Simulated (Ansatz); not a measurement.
# MgO: response to strain

Base system: MgO in the rock salt structure (space group Fm-3m, No. 225; a = 4.254 Å).

Strains are applied to the cell and any free atomic positions relax.

Level of theory: plane-wave PAW DFT at the PBE level (Ansatz, a first-principles code, 420 eV), no spin-orbit coupling.

Notes on the quantities. energy relative to the base: free energy F.

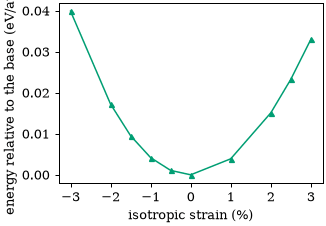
Energy relative to the base against isotropic strain

| isotropic strain (%) | energy relative to the base |
|---|---|
| -3 | +40 meV/atom |
| -2 | +17 meV/atom |
| -1.5 | +9.5 meV/atom |
| -1 | +4.2 meV/atom |
| -0.5 | +1.1 meV/atom |
| 1 | +3.9 meV/atom |
| 2 | +15 meV/atom |
| 2.5 | +23 meV/atom |
| 3 | +33 meV/atom |

Stability against distortions was not tested.
